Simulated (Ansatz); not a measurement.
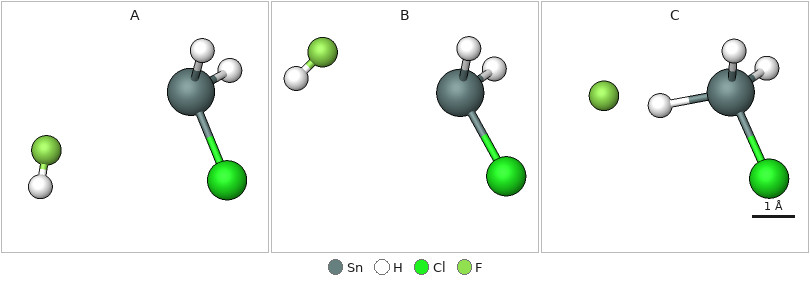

3 geometries from a converged minimum-energy path of SnH3ClF (multiplicity 2), made up at the start of SnH3Cl and F, shuffled. Style: ball-and-stick. Shown from a free direction.

These are results of UHF/def2-SVP in Ansatz 0.2.0, not measurements. Settings: 5 movable images; climbing image; force threshold 0.05 eV/Å; iteration limit 60; starting path through a guess of the saddle point.

**Which frame is the top of the path?**

C. In order along the path, whose images run from 0 to 6: C (image 2, +48.5 kJ/mol), A (image 4, −148.6 kJ/mol), B (image 5, −149.2 kJ/mol). A hydrogen atom shifts from one atom to another. Breaking: H–Sn (1.70 → 3.88 Å). Forming: F–H (3.08 → 0.90 Å).

Limits of the set-up: the start holds two separate molecules, 3.1 Å apart at their closest, whose relative position is a soft coordinate and is computed without a dispersion correction; Hartree-Fock leaves out electron correlation.
